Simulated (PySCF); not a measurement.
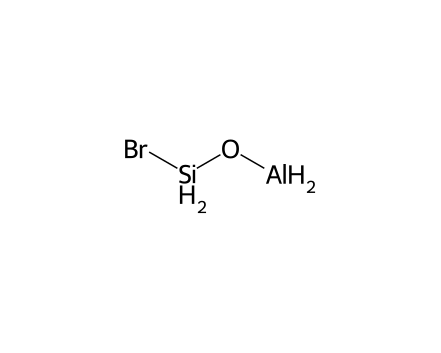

Structural formula above. The geometry was computed by an optimisation with PBE0-D3(BJ)/def2-SVP. No frequency run is at hand to confirm it as a minimum.

What does the molecule look like in three dimensions?

It has 8 atoms: 1 aluminium, 1 bromine, 4 hydrogen, 1 oxygen and 1 silicon (AlBrH₄OSi). Its SMILES string is `[AlH2][O][SiH2]Br`. Among its groups: Si–H bond, Si–O bond. Coordination, clear cases only: 1 Al trigonal planar; 1 Si tetrahedral.

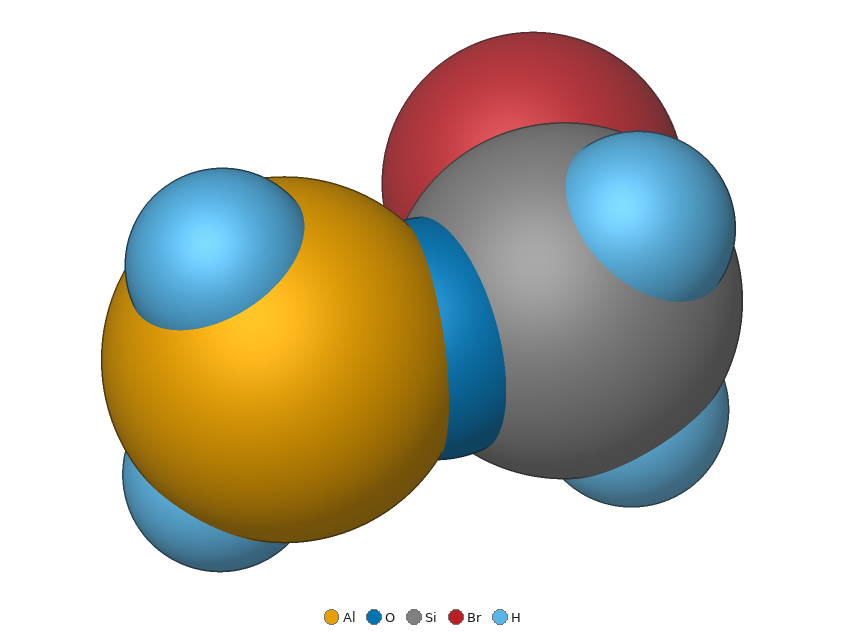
